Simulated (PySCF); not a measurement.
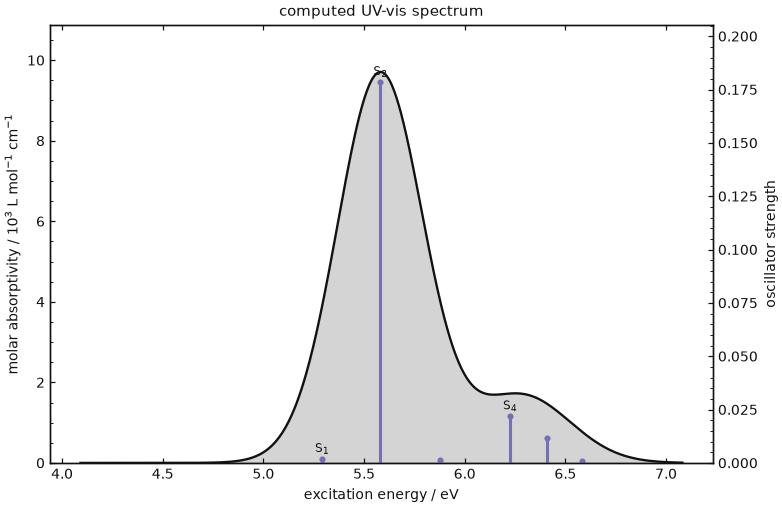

Vertical TDDFT excitations, PBE0/def2-SVPD with PySCF 2.14.0, at a GFN2-xTB geometry (no frequency check), gas phase. Only the first 6 singlet excitations are included; each is broadened by a Gaussian of 1/e half-width 0.30 eV. Sticks give oscillator strengths (right axis).

Which molecule gives this spectrum?
A. C₄H₁₀Si, SMILES [SiH3]CC1CC1
B. C₄H₄FN₂⁺, SMILES C[N+]#C[C@@H](F)C#N
C. C₆H₁₀S, SMILES C=C(SC)C1CC1
D. C₂H₈N₂ (ethylenediamine), SMILES NCCN

Answer. C. Its lowest singlet lies at 5.29 eV (f = 0.002) and the brightest of those computed is S2 at 5.58 eV (222 nm), f = 0.178, mainly HOMO → LUMO (91 %).

Known limits of this run: states above the negative HOMO energy depend on the basis; the tight-binding geometry is rougher than a DFT one and adds to the error; one conformer of a flexible molecule; core orbitals are frozen in the response.
